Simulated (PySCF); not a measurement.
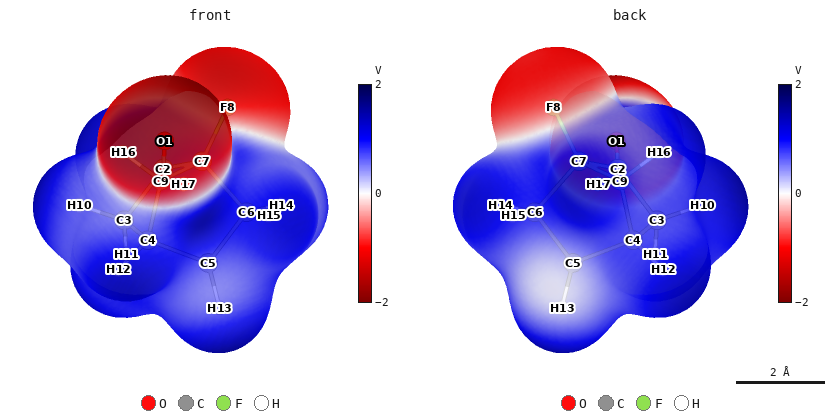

Figure. C7H8FO (doublet). The electrostatic potential painted on the density surface at 0.004 e/bohr³, seen from the front and from behind; red is negative and blue positive.

Geometry: GFN2-xTB.

The calculation used UKS B3LYP, pcH-1 on C F H O, non-relativistic, mean-field spin-orbit, GIAO (PySCF).

```xyz
17

O     1.1982   -0.4813    2.3280
C     0.7606   -0.3997    1.2167
C     1.5322   -0.2158   -0.0764
C     0.4028   -0.0404   -1.1240
C    -0.2805    1.2408   -0.8108
C    -1.0438    1.0512    0.4461
C    -0.7034   -0.4171    0.7801
F    -1.5692   -0.9913    1.6673
C    -0.6211   -1.0621   -0.6056
H     2.1204   -1.1134   -0.2735
H     2.2144    0.6314   -0.0151
H     0.7401   -0.1576   -2.1512
H    -0.0411    2.1935   -1.2381
H    -2.1287    1.1421    0.3093
H    -0.7658    1.7447    1.2468
H    -0.2510   -2.0852   -0.5748
H    -1.5711   -1.0280   -1.1347
```

### Where is the surface potential most negative and most positive?

The most negative region (about −2.0 V) lies over O1, the most positive (about +1.5 V) over C2, H10 and H13. O1 is the likeliest acceptor of a hydrogen bond.
